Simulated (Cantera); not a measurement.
Feed: 1 mol SO₂, 0.22 mol H₂O, 0.53 mol N₂, equilibrated at 2300000 Pa.

Cantera equilibrium calculation (NASA polynomials, part measured and part estimated; ideal gas, pure solids and liquids). Candidate condensed phases: H₂O, H₂SO₄, S; 35 gas species. Equilibrium is a limit: real reactors are often held back by kinetics, nucleation or transport.

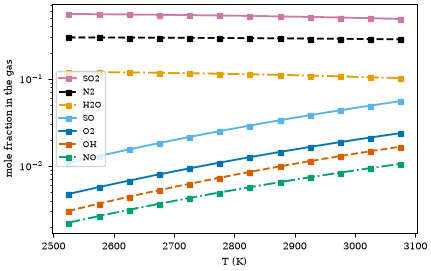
Equilibrium gas composition (values under 1e-9 drawn at 1e-9)

From 2525 K to 3075 K nothing is condensed.
